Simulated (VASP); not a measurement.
Band structure of Te$_{2}$Mo (space group P6_3/mmc). Computed with PBE GGA, VASP's PBE PAW potentials (set 64) (plane waves; VASP).

The path is coarsely sampled, so an indirect gap can come out somewhat too large. Unless said otherwise, spin-orbit coupling is left out, though it shifts the bands of the heavy elements here.

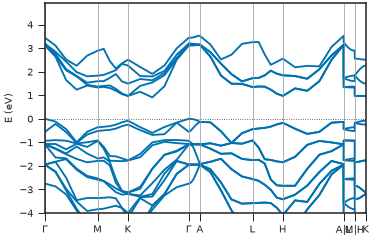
*Bands along high-symmetry lines, zero at the valence-band maximum or, without a gap, the Fermi level*

**Question.** Read the plot: is there a gap, and where are the band edges?

**Answer.** The gap is indirect, 0.91 eV, from the valence maximum at Γ to the conduction minimum at K-Γ at 0.40.

The structure comes from a computed database's Te2Mo entry; how it stands against other phases isn't given here. The cell was not relaxed at this level.
